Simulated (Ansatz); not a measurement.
# Molecular dynamics of GaHF (part 3 of 3)

Continued. System: GaHF, multiplicity 2, SMILES [F][GaH]. Method: UKS PBE-D4/def2-SVP (Ansatz 0.2.0). It belongs to a series of runs on one base structure; here: dynamics from the start.

Geometry of the input (Å):
```
F  -1.2660  0.4569  -0.6520
Ga 0.2937  0.4791  0.2159
H  0.9614  -1.0008  0.4228
```

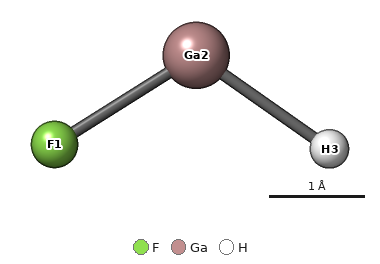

*The geometry at step 111 of the log (ball-and-stick view, seen on its broad side; atoms are numbered from 1 in the order of the input).*

Trajectory as extended XYZ, continued
```
3
Properties=species:S:1:pos:R:3:forces:R:3 step=71 time_fs=35.5 energy=-55091.51455 temperature=245.8
F    -1.2351    0.3305   -0.6423   -0.6000  -0.1564  -0.4405
Ga    0.2912    0.4912    0.2068    0.8583   0.0843   0.4706
H     1.5951   -0.4242   -0.2723   -0.2583   0.0722  -0.0300
3
Properties=species:S:1:pos:R:3:forces:R:3 step=72 time_fs=36.0 energy=-55091.51198 temperature=230.4
F    -1.2337    0.3286   -0.6403   -0.6562  -0.1651  -0.4757
Ga    0.2906    0.4904    0.2070    0.9145   0.0980   0.5095
H     1.6010   -0.4126   -0.2762   -0.2583   0.0670  -0.0338
3
Properties=species:S:1:pos:R:3:forces:R:3 step=74 time_fs=37.0 energy=-55091.50629 temperature=241.5
F    -1.2308    0.3247   -0.6363   -0.7667  -0.1835  -0.5462
Ga    0.2896    0.4885    0.2076    1.0202   0.1310   0.5914
H     1.6125   -0.3904   -0.2800   -0.2535   0.0525  -0.0452
3
Properties=species:S:1:pos:R:3:forces:R:3 step=75 time_fs=37.5 energy=-55091.50329 temperature=280.7
F    -1.2292    0.3228   -0.6341   -0.8243  -0.1929  -0.5827
Ga    0.2893    0.4875    0.2079    1.0686   0.1519   0.6362
H     1.6177   -0.3779   -0.2826   -0.2444   0.0409  -0.0535
3
Properties=species:S:1:pos:R:3:forces:R:3 step=76 time_fs=38.0 energy=-55091.50024 temperature=292.4
F    -1.2277    0.3209   -0.6316   -0.8834  -0.2021  -0.6199
Ga    0.2892    0.4865    0.2082    1.1130   0.1758   0.6835
H     1.6223   -0.3642   -0.2861   -0.2296   0.0263  -0.0636
3
Properties=species:S:1:pos:R:3:forces:R:3 step=78 time_fs=39.0 energy=-55091.49453 temperature=301.6
F    -1.2246    0.3175   -0.6267   -0.9954  -0.2178  -0.6888
Ga    0.2890    0.4841    0.2092    1.1826   0.2254   0.7754
H     1.6288   -0.3366   -0.2952   -0.1872  -0.0076  -0.0867
3
Properties=species:S:1:pos:R:3:forces:R:3 step=79 time_fs=39.5 energy=-55091.49193 temperature=344.7
F    -1.2234    0.3158   -0.6240   -1.0438  -0.2242  -0.7182
Ga    0.2890    0.4830    0.2098    1.2063   0.2493   0.8172
H     1.6314   -0.3215   -0.3013   -0.1625  -0.0251  -0.0990
3
Properties=species:S:1:pos:R:3:forces:R:3 step=80 time_fs=40.0 energy=-55091.48936 temperature=325.8
F    -1.2224    0.3137   -0.6214   -1.0906  -0.2302  -0.7464
Ga    0.2889    0.4820    0.2105    1.2218   0.2757   0.8600
H     1.6330   -0.3060   -0.3074   -0.1312  -0.0454  -0.1136
3
Properties=species:S:1:pos:R:3:forces:R:3 step=82 time_fs=41.0 energy=-55091.48340 temperature=408.0
F    -1.2200    0.3092   -0.6168   -1.1822  -0.2427  -0.8026
Ga    0.2885    0.4800    0.2121    1.2382   0.3334   0.9519
H     1.6358   -0.2720   -0.3187   -0.0561  -0.0906  -0.1493
3
Properties=species:S:1:pos:R:3:forces:R:3 step=83 time_fs=41.5 energy=-55091.48069 temperature=383.1
F    -1.2189    0.3066   -0.6148   -1.2136  -0.2477  -0.8235
Ga    0.2885    0.4790    0.2130    1.2347   0.3578   0.9904
H     1.6384   -0.2537   -0.3245   -0.0211  -0.1101  -0.1669
3
Properties=species:S:1:pos:R:3:forces:R:3 step=84 time_fs=42.0 energy=-55091.47893 temperature=373.6
F    -1.2182    0.3042   -0.6131   -1.2332  -0.2503  -0.8371
Ga    0.2886    0.4780    0.2140    1.2360   0.3691   1.0141
H     1.6422   -0.2361   -0.3321   -0.0028  -0.1188  -0.1771
3
Properties=species:S:1:pos:R:3:forces:R:3 step=86 time_fs=43.0 energy=-55091.47842 temperature=378.9
F    -1.2177    0.2999   -0.6099   -1.2391  -0.2482  -0.8409
Ga    0.2890    0.4763    0.2161    1.2027   0.3809   1.0355
H     1.6463   -0.2023   -0.3521    0.0364  -0.1326  -0.1946
3
Properties=species:S:1:pos:R:3:forces:R:3 step=87 time_fs=43.5 energy=-55091.47856 temperature=373.8
F    -1.2180    0.2978   -0.6083   -1.2307  -0.2453  -0.8356
Ga    0.2892    0.4756    0.2173    1.1583   0.3917   1.0460
H     1.6461   -0.1841   -0.3624    0.0725  -0.1464  -0.2104
3
Properties=species:S:1:pos:R:3:forces:R:3 step=88 time_fs=44.0 energy=-55091.47871 temperature=370.0
F    -1.2182    0.2960   -0.6066   -1.2249  -0.2421  -0.8311
Ga    0.2895    0.4750    0.2184    1.1213   0.3985   1.0551
H     1.6461   -0.1659   -0.3735    0.1035  -0.1564  -0.2240
3
Properties=species:S:1:pos:R:3:forces:R:3 step=90 time_fs=45.0 energy=-55091.48021 temperature=372.5
F    -1.2188    0.2927   -0.6033   -1.2071  -0.2337  -0.8159
Ga    0.2901    0.4741    0.2206    1.0583   0.3988   1.0584
H     1.6456   -0.1308   -0.3981    0.1488  -0.1650  -0.2424
3
Properties=species:S:1:pos:R:3:forces:R:3 step=91 time_fs=45.5 energy=-55091.48173 temperature=377.0
F    -1.2194    0.2912   -0.6017   -1.1824  -0.2273  -0.7991
Ga    0.2906    0.4737    0.2219    1.0084   0.3969   1.0522
H     1.6447   -0.1134   -0.4102    0.1740  -0.1696  -0.2531
3
Properties=species:S:1:pos:R:3:forces:R:3 step=92 time_fs=46.0 energy=-55091.48386 temperature=411.6
F    -1.2203    0.2897   -0.6003   -1.1510  -0.2200  -0.7785
Ga    0.2910    0.4732    0.2233    0.9608   0.3895   1.0382
H     1.6445   -0.0959   -0.4226    0.1901  -0.1695  -0.2597
3
Properties=species:S:1:pos:R:3:forces:R:3 step=94 time_fs=47.0 energy=-55091.48974 temperature=460.9
F    -1.2223    0.2865   -0.5976   -1.0789  -0.2027  -0.7303
Ga    0.2921    0.4717    0.2262    0.8808   0.3599   0.9899
H     1.6450   -0.0605   -0.4510    0.1980  -0.1571  -0.2596
3
Properties=species:S:1:pos:R:3:forces:R:3 step=95 time_fs=47.5 energy=-55091.49354 temperature=497.7
F    -1.2234    0.2847   -0.5969   -1.0289  -0.1921  -0.6979
Ga    0.2928    0.4710    0.2277    0.8294   0.3415   0.9552
H     1.6451   -0.0421   -0.4657    0.1995  -0.1494  -0.2574
3
Properties=species:S:1:pos:R:3:forces:R:3 step=96 time_fs=48.0 energy=-55091.49774 temperature=522.0
F    -1.2243    0.2829   -0.5965   -0.9731  -0.1808  -0.6621
Ga    0.2937    0.4703    0.2293    0.7780   0.3200   0.9138
H     1.6457   -0.0228   -0.4809    0.1952  -0.1393  -0.2516
3
Properties=species:S:1:pos:R:3:forces:R:3 step=98 time_fs=49.0 energy=-55091.50792 temperature=531.5
F    -1.2264    0.2791   -0.5961   -0.8541  -0.1568  -0.5846
Ga    0.2957    0.4691    0.2324    0.7224   0.2574   0.7917
H     1.6506    0.0149   -0.5152    0.1318  -0.1006  -0.2071
3
Properties=species:S:1:pos:R:3:forces:R:3 step=99 time_fs=49.5 energy=-55091.51327 temperature=655.5
F    -1.2276    0.2772   -0.5958   -0.7944  -0.1445  -0.5441
Ga    0.2967    0.4684    0.2337    0.7222   0.2181   0.7105
H     1.6547    0.0332   -0.5352    0.0722  -0.0735  -0.1664
3
Properties=species:S:1:pos:R:3:forces:R:3 step=100 time_fs=50.0 energy=-55091.51832 temperature=688.9
F    -1.2291    0.2753   -0.5956   -0.7290  -0.1310  -0.4989
Ga    0.2979    0.4676    0.2351    0.7189   0.1780   0.6196
H     1.6582    0.0524   -0.5576    0.0101  -0.0470  -0.1207
3
Properties=species:S:1:pos:R:3:forces:R:3 step=102 time_fs=51.0 energy=-55091.52536 temperature=622.3
F    -1.2321    0.2716   -0.5952   -0.5998  -0.1046  -0.4073
Ga    0.3003    0.4665    0.2375    0.7321   0.0998   0.4171
H     1.6660    0.0884   -0.6046   -0.1322   0.0048  -0.0098
3
Properties=species:S:1:pos:R:3:forces:R:3 step=103 time_fs=51.5 energy=-55091.52678 temperature=639.1
F    -1.2337    0.2695   -0.5951   -0.5335  -0.0917  -0.3599
Ga    0.3015    0.4659    0.2390    0.7413   0.0628   0.3068
H     1.6702    0.1032   -0.6279   -0.2079   0.0288   0.0531
3
Properties=species:S:1:pos:R:3:forces:R:3 step=104 time_fs=52.0 energy=-55091.52675 temperature=681.1
F    -1.2352    0.2671   -0.5948   -0.4695  -0.0791  -0.3130
Ga    0.3027    0.4655    0.2403    0.7451   0.0302   0.1987
H     1.6732    0.1183   -0.6519   -0.2756   0.0490   0.1143
3
Properties=species:S:1:pos:R:3:forces:R:3 step=106 time_fs=53.0 energy=-55091.52314 temperature=654.2
F    -1.2380    0.2616   -0.5935   -0.3573  -0.0571  -0.2279
Ga    0.3053    0.4648    0.2428    0.7397  -0.0193   0.0038
H     1.6763    0.1500   -0.6987   -0.3824   0.0765   0.2240
3
Properties=species:S:1:pos:R:3:forces:R:3 step=107 time_fs=53.5 energy=-55091.52099 temperature=561.7
F    -1.2387    0.2587   -0.5928   -0.3175  -0.0485  -0.1942
Ga    0.3066    0.4643    0.2438    0.7300  -0.0341  -0.0711
H     1.6748    0.1668   -0.7202   -0.4125   0.0826   0.2654
3
Properties=species:S:1:pos:R:3:forces:R:3 step=108 time_fs=54.0 energy=-55091.51915 temperature=581.1
F    -1.2391    0.2559   -0.5922   -0.2841  -0.0409  -0.1638
Ga    0.3078    0.4638    0.2448    0.7143  -0.0445  -0.1357
H     1.6713    0.1836   -0.7403   -0.4301   0.0853   0.2994
3
Properties=species:S:1:pos:R:3:forces:R:3 step=110 time_fs=55.0 energy=-55091.51657 temperature=512.1
F    -1.2394    0.2499   -0.5920   -0.2203  -0.0266  -0.1044
Ga    0.3101    0.4627    0.2469    0.6611  -0.0576  -0.2468
H     1.6604    0.2177   -0.7764   -0.4408   0.0842   0.3512
3
Properties=species:S:1:pos:R:3:forces:R:3 step=111 time_fs=55.5 energy=-55091.51558 temperature=564.0
F    -1.2395    0.2467   -0.5921   -0.1859  -0.0196  -0.0738
Ga    0.3114    0.4624    0.2476    0.6252  -0.0618  -0.2979
H     1.6540    0.2360   -0.7931   -0.4393   0.0814   0.3716
3
Properties=species:S:1:pos:R:3:forces:R:3 step=112 time_fs=56.0 energy=-55091.51515 temperature=545.0
F    -1.2396    0.2435   -0.5924   -0.1499  -0.0124  -0.0422
Ga    0.3128    0.4622    0.2482    0.5804  -0.0646  -0.3446
H     1.6463    0.2547   -0.8090   -0.4306   0.0771   0.3867
3
Properties=species:S:1:pos:R:3:forces:R:3 step=114 time_fs=57.0 energy=-55091.51583 temperature=549.6
F    -1.2397    0.2368   -0.5935   -0.0710   0.0024   0.0247
Ga    0.3157    0.4614    0.2497    0.4645  -0.0682  -0.4253
H     1.6279    0.2919   -0.8360   -0.3935   0.0658   0.4005
3
Properties=species:S:1:pos:R:3:forces:R:3 step=115 time_fs=57.5 energy=-55091.51700 temperature=639.8
F    -1.2395    0.2335   -0.5942   -0.0315   0.0096   0.0584
Ga    0.3173    0.4610    0.2505    0.3949  -0.0683  -0.4559
H     1.6169    0.3120   -0.8473   -0.3634   0.0587   0.3974
3
Properties=species:S:1:pos:R:3:forces:R:3 step=117 time_fs=58.5 energy=-55091.51886 temperature=627.3
F    -1.2388    0.2266   -0.5962    0.0466   0.0237   0.1271
Ga    0.3205    0.4599    0.2524    0.2457  -0.0687  -0.5092
H     1.5926    0.3530   -0.8681   -0.2923   0.0450   0.3821
3
Properties=species:S:1:pos:R:3:forces:R:3 step=118 time_fs=59.0 energy=-55091.51952 temperature=580.7
F    -1.2383    0.2237   -0.5973    0.0826   0.0300   0.1600
Ga    0.3223    0.4593    0.2531    0.1686  -0.0689  -0.5287
H     1.5796    0.3729   -0.8775   -0.2512   0.0390   0.3687
3
Properties=species:S:1:pos:R:3:forces:R:3 step=119 time_fs=59.5 energy=-55091.52020 temperature=593.4
F    -1.2377    0.2209   -0.5984    0.1149   0.0355   0.1911
Ga    0.3240    0.4587    0.2539    0.0883  -0.0690  -0.5390
H     1.5657    0.3926   -0.8855   -0.2033   0.0335   0.3479
3
Properties=species:S:1:pos:R:3:forces:R:3 step=121 time_fs=60.5 energy=-55091.52126 temperature=571.6
F    -1.2364    0.2160   -0.6000    0.1716   0.0444   0.2484
Ga    0.3276    0.4572    0.2553   -0.0921  -0.0692  -0.5245
H     1.5351    0.4332   -0.8963   -0.0795   0.0248   0.2761
3
Properties=species:S:1:pos:R:3:forces:R:3 step=122 time_fs=61.0 energy=-55091.52071 temperature=555.6
F    -1.2359    0.2136   -0.6004    0.1959   0.0481   0.2757
Ga    0.3294    0.4566    0.2560   -0.1905  -0.0713  -0.5028
H     1.5180    0.4519   -0.9004   -0.0054   0.0233   0.2271
3
Properties=species:S:1:pos:R:3:forces:R:3 step=123 time_fs=61.5 energy=-55091.51910 temperature=573.3
F    -1.2351    0.2112   -0.6008    0.2169   0.0510   0.3013
Ga    0.3312    0.4560    0.2567   -0.2911  -0.0747  -0.4722
H     1.5007    0.4704   -0.9037    0.0742   0.0238   0.1709
3
Properties=species:S:1:pos:R:3:forces:R:3 step=125 time_fs=62.5 energy=-55091.51327 temperature=503.5
F    -1.2335    0.2056   -0.6012    0.2564   0.0555   0.3467
Ga    0.3347    0.4550    0.2579   -0.4804  -0.0863  -0.4016
H     1.4704    0.5077   -0.9075    0.2239   0.0308   0.0549
3
Properties=species:S:1:pos:R:3:forces:R:3 step=126 time_fs=63.0 energy=-55091.50934 temperature=474.5
F    -1.2328    0.2029   -0.6008    0.2687   0.0562   0.3631
Ga    0.3363    0.4543    0.2583   -0.5717  -0.0939  -0.3502
H     1.4560    0.5259   -0.9074    0.3030   0.0377  -0.0129
3
Properties=species:S:1:pos:R:3:forces:R:3 step=127 time_fs=63.5 energy=-55091.50479 temperature=466.0
F    -1.2321    0.2004   -0.6002    0.2793   0.0561   0.3770
Ga    0.3379    0.4535    0.2587   -0.6598  -0.1031  -0.2944
H     1.4428    0.5442   -0.9063    0.3804   0.0470  -0.0826
3
Properties=species:S:1:pos:R:3:forces:R:3 step=129 time_fs=64.5 energy=-55091.49467 temperature=434.1
F    -1.2305    0.1958   -0.5989    0.2951   0.0547   0.4006
Ga    0.3410    0.4522    0.2593   -0.8053  -0.1248  -0.1981
H     1.4191    0.5801   -0.9060    0.5103   0.0701  -0.2025
3
Properties=species:S:1:pos:R:3:forces:R:3 step=130 time_fs=65.0 energy=-55091.48976 temperature=390.1
F    -1.2295    0.1940   -0.5984    0.3000   0.0530   0.4105
Ga    0.3427    0.4514    0.2596   -0.8604  -0.1360  -0.1611
H     1.4086    0.5983   -0.9068    0.5604   0.0830  -0.2493
3
Properties=species:S:1:pos:R:3:forces:R:3 step=131 time_fs=65.5 energy=-55091.48608 temperature=350.1
F    -1.2286    0.1927   -0.5978    0.3033   0.0508   0.4184
Ga    0.3442    0.4506    0.2598   -0.8938  -0.1452  -0.1417
H     1.3999    0.6166   -0.9090    0.5905   0.0944  -0.2767
3
Properties=species:S:1:pos:R:3:forces:R:3 step=133 time_fs=66.5 energy=-55091.48248 temperature=364.2
F    -1.2269    0.1908   -0.5960    0.3020   0.0440   0.4251
Ga    0.3469    0.4492    0.2602   -0.9140  -0.1579  -0.1294
H     1.3867    0.6571   -0.9130    0.6120   0.1139  -0.2958
3
Properties=species:S:1:pos:R:3:forces:R:3 step=134 time_fs=67.0 energy=-55091.48261 temperature=341.1
F    -1.2258    0.1898   -0.5945    0.2930   0.0393   0.4224
Ga    0.3481    0.4486    0.2603   -0.8963  -0.1592  -0.1369
H     1.3819    0.6773   -0.9159    0.6033   0.1199  -0.2856
3
Properties=species:S:1:pos:R:3:forces:R:3 step=135 time_fs=67.5 energy=-55091.48416 temperature=371.1
F    -1.2245    0.1887   -0.5929    0.2775   0.0335   0.4155
Ga    0.3493    0.4479    0.2603   -0.8568  -0.1552  -0.1564
H     1.3785    0.6971   -0.9198    0.5793   0.1217  -0.2591
3
Properties=species:S:1:pos:R:3:forces:R:3 step=137 time_fs=68.5 energy=-55091.48887 temperature=478.1
F    -1.2213    0.1860   -0.5895    0.2401   0.0206   0.3978
Ga    0.3520    0.4461    0.2601   -0.7431  -0.1354  -0.2244
H     1.3732    0.7389   -0.9304    0.5030   0.1148  -0.1734
3
Properties=species:S:1:pos:R:3:forces:R:3 step=138 time_fs=69.0 energy=-55091.49220 temperature=466.8
F    -1.2197    0.1846   -0.5879    0.2257   0.0148   0.3891
Ga    0.3534    0.4450    0.2601   -0.6706  -0.1179  -0.2797
H     1.3731    0.7610   -0.9363    0.4449   0.1031  -0.1094
3
Properties=species:S:1:pos:R:3:forces:R:3 step=139 time_fs=69.5 energy=-55091.49572 temperature=431.8
F    -1.2182    0.1832   -0.5861    0.2111   0.0093   0.3783
Ga    0.3547    0.4441    0.2601   -0.5903  -0.0958  -0.3398
H     1.3750    0.7830   -0.9418    0.3793   0.0864  -0.0386
3
Properties=species:S:1:pos:R:3:forces:R:3 step=141 time_fs=70.5 energy=-55091.50063 temperature=450.0
F    -1.2149    0.1809   -0.5820    0.1724  -0.0027   0.3508
Ga    0.3574    0.4422    0.2599   -0.4276  -0.0448  -0.4458
H     1.3795    0.8253   -0.9523    0.2551   0.0474   0.0950
3
Properties=species:S:1:pos:R:3:forces:R:3 step=142 time_fs=71.0 energy=-55091.50200 temperature=410.3
F    -1.2131    0.1798   -0.5797    0.1490  -0.0089   0.3343
Ga    0.3588    0.4412    0.2598   -0.3449  -0.0165  -0.4926
H     1.3823    0.8449   -0.9573    0.1959   0.0255   0.1583
3
Properties=species:S:1:pos:R:3:forces:R:3 step=143 time_fs=71.5 energy=-55091.50314 temperature=362.9
F    -1.2113    0.1788   -0.5775    0.1246  -0.0149   0.3157
Ga    0.3601    0.4404    0.2595   -0.2674   0.0106  -0.5276
H     1.3863    0.8640   -0.9602    0.1428   0.0043   0.2120
3
Properties=species:S:1:pos:R:3:forces:R:3 step=145 time_fs=72.5 energy=-55091.50404 temperature=337.4
F    -1.2079    0.1771   -0.5738    0.0809  -0.0254   0.2807
Ga    0.3626    0.4387    0.2590   -0.1378   0.0591  -0.5754
H     1.3940    0.8995   -0.9625    0.0569  -0.0338   0.2947
3
Properties=species:S:1:pos:R:3:forces:R:3 step=146 time_fs=73.0 energy=-55091.50382 temperature=347.9
F    -1.2066    0.1766   -0.5715    0.0597  -0.0306   0.2639
Ga    0.3638    0.4378    0.2587   -0.0790   0.0831  -0.5941
H     1.3968    0.9178   -0.9633    0.0193  -0.0526   0.3303
3
Properties=species:S:1:pos:R:3:forces:R:3 step=147 time_fs=73.5 energy=-55091.50366 temperature=304.3
F    -1.2054    0.1762   -0.5689    0.0324  -0.0366   0.2439
Ga    0.3648    0.4368    0.2584   -0.0210   0.1057  -0.6018
H     1.3988    0.9350   -0.9630   -0.0114  -0.0692   0.3579
3
Properties=species:S:1:pos:R:3:forces:R:3 step=149 time_fs=74.5 energy=-55091.50409 temperature=325.2
F    -1.2029    0.1755   -0.5627   -0.0355  -0.0502   0.1972
Ga    0.3666    0.4350    0.2577    0.0890   0.1450  -0.5875
H     1.4011    0.9673   -0.9589   -0.0535  -0.0948   0.3902
3
Properties=species:S:1:pos:R:3:forces:R:3 step=150 time_fs=75.0 energy=-55091.50491 temperature=321.4
F    -1.2018    0.1751   -0.5595   -0.0694  -0.0563   0.1725
Ga    0.3675    0.4341    0.2570    0.1398   0.1615  -0.5710
H     1.4032    0.9816   -0.9552   -0.0704  -0.1052   0.3985
```
